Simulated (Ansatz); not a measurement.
The starting structures come from a database of crystals and need not be the phases stable at ambient conditions.

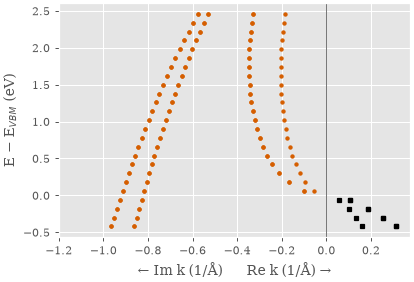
Fig. 1. Complex bands at the centre of the two-dimensional zone; r2SCAN in Ansatz (a first-principles code)

The gap is the functional's own, uncorrected, and κ follows it; spin-orbit coupling is left out. Mid-gap values are interpolated between the computed energies.

Question: This is SrTe (Fm-3m, rock salt, not sure to be the ambient phase, 2 atoms a cell, 37.8 Å³ an atom) along the normal of (111). Read off the slowest decay at the centre of the two-dimensional zone at 1.14 eV, the computed energy nearest the middle of the gap.

Answer: κ ≈ 0.19 1/Å, a decay length 1/(2κ) of the density of 2.6 Å.
